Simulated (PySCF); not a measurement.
**C5H12Si: density, localisation and related maps**

```xyz
18

C    -1.6062   -0.4328   -1.2847
C    -0.8948    0.2156   -0.0976
C    -1.7544    0.1843    1.1662
Si    0.8064   -0.5430    0.2018
C     2.2984    0.1232   -0.6846
C     2.2095    0.5173    0.8058
H    -1.0136   -0.3638   -2.2098
H    -2.5802    0.0502   -1.4725
H    -1.8062   -1.5014   -1.0978
H    -0.6786    1.2705   -0.3501
H    -1.9531   -0.8510    1.4905
H    -1.2728    0.7078    2.0063
H    -2.7334    0.6615    0.9898
H     0.7989   -1.9815    0.5885
H     3.1142   -0.5529   -0.9640
H     2.1676    0.9329   -1.4123
H     2.0245    1.5766    1.0198
H     2.9693    0.0898    1.4696
```

Geometry: PBE0-D3(BJ)/def2-SVP.

These are results of PBE0/pcSseg-1, SCF density, gas phase, non-relativistic in PySCF 2.14.0, not measurements.

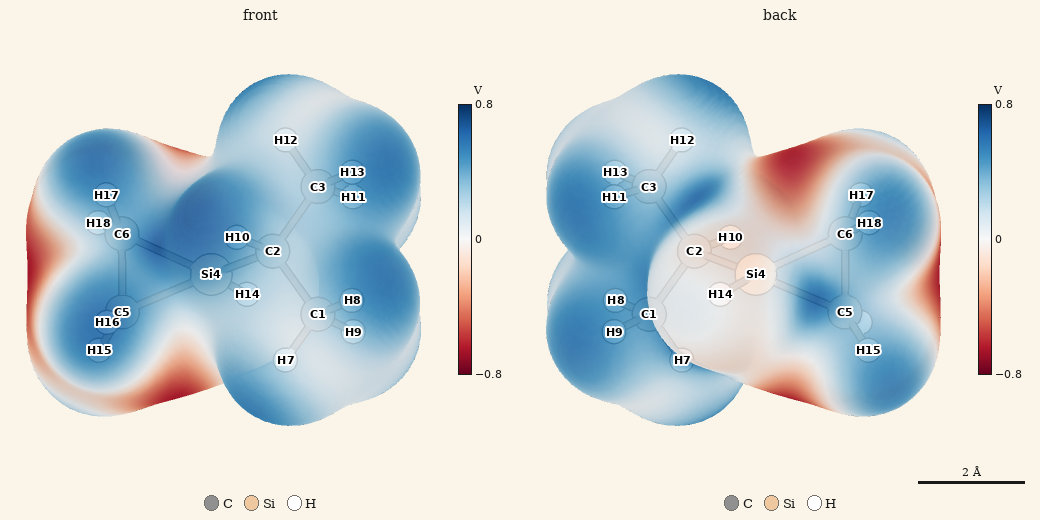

Figure 1. The molecular electrostatic potential painted on the density surface at 0.002 e/bohr³, seen from the front and from behind; the colour scale runs from red (negative) to blue (positive).

Question: Describe the electrostatic potential map.

Answer: The most negative region (about −0.6 V) lies over C5 and C6, the most positive (about +0.6 V) over Si4, H10, H16 and H17.

Question: What dipole moment does the calculation give?

Answer: Its dipole moment is 0.83 D.

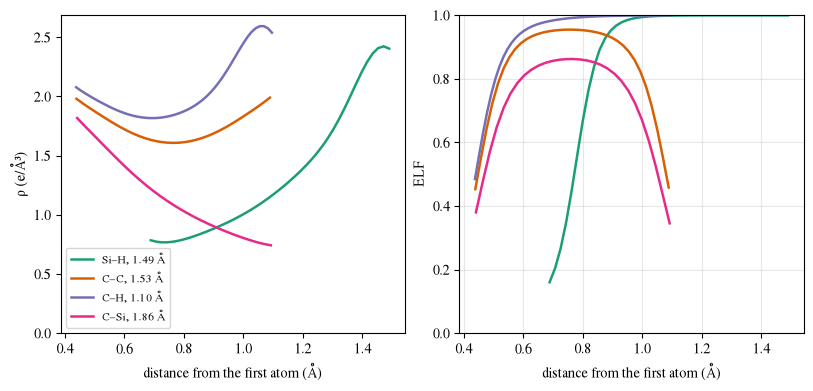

Figure 2. Total electron density and electron localisation function along straight lines between neighbouring atoms. The curves leave out the atomic cores.

Question: What can be read from the curves?

Answer: Si–H (1.49 Å): the density is about 0.77 e/Å³ at the midpoint; the ELF climbs to about 1 towards the hydrogen, as it does in any bond to H.
C–C (1.53 Å): the density is about 1.6 e/Å³ at the midpoint; the ELF peaks at about 0.95 between the atoms (localised, covalent bonding).
C–H (1.10 Å): ρ at the midpoint is about 1.9 e/Å³; the ELF climbs to about 1 towards the hydrogen: a covalent bond by its length.
C–Si (1.86 Å): ρ is about 0.87 e/Å³ halfway; the ELF peaks at about 0.85 between the atoms: localised, covalent bonding.
